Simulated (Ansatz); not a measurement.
Effect of x(Sn) = 0.625, 8 atoms, Cm on Ge

Start from Ge in the diamond structure (space group Fd-3m, No. 227; a = 5.762 Å).

The other end (x = 1) is Sn in the diamond structure (space group Fd-3m, No. 227): 36.85 Å³/atom, gap zero.

It is then changed as follows: Sn replaces 62.5 % of the Ge, ordered in a cell of 8 atoms (starting symmetry Cm) and fully relaxed.

Computed with PBE (Ansatz, a first-principles code, PAW, spin-orbit coupling left out). Settings: 11×11×6 k-points, 0.05 eV Fermi–Dirac smearing, for the changed cell.

```json
[
 {"quantity": "shortest interatomic distance", "base": "2.495 Å", "changed": "2.523 Å", "shift": "+0.028 Å"},
 {"quantity": "band gap", "base": "zero", "changed": "zero", "shift": "–"},
 {"quantity": "mixing energy (to 0.01 eV only: unlike meshes or grids)", "base": "–", "changed": "+0.04 eV/atom", "shift": "–"},
 {"quantity": "deviation of the volume from the linear (Vegard-type) interpolation", "base": "–", "changed": "-1.2 %", "shift": "–"}
]
```

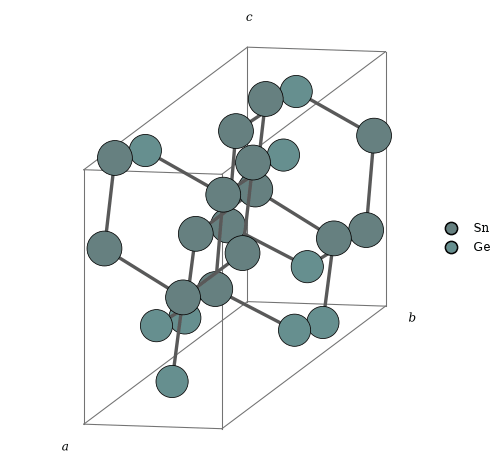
Figure. The relaxed conventional cell after the change

Each cell is one ordered arrangement of few atoms, which overstates ordering effects compared with a random alloy. No phonon test of stability was made. The final runs are not spin-polarised. The zero or small gap of Sn5Ge3 and Ge can change with the level of theory.
